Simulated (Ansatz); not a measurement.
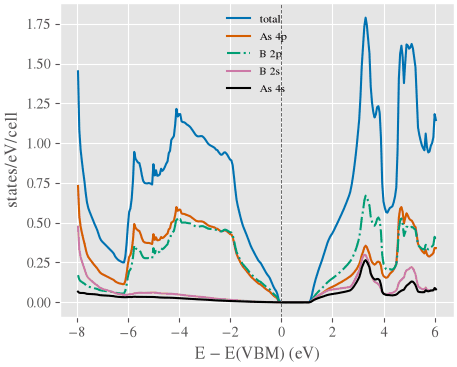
Figure. Total and projected density of states of BAs (zinc blende, space group No. 216), plane-wave PAW PBEsol (Ansatz code)

Problem. Which orbitals carry the states next to the gap?

Solution. Top 1 eV of the valence band: B 2p 52 %, As 4p 44 %. Bottom 1 eV of the conduction band: B 2p 34 %, As 4p 22 %, B 2s 20 %, As 4s 13 %, outside the projected shells 12 %. Projections are on Löwdin-orthogonalised atomic valence shells; empty p or d shells of many metals are not among them.

Space group F-43m (zinc blende). The cell was relaxed with PBEsol under the symmetry of its start. Spin–orbit coupling is left out wherever it is not named.

Potentials: the later of the program's two PAW sets.
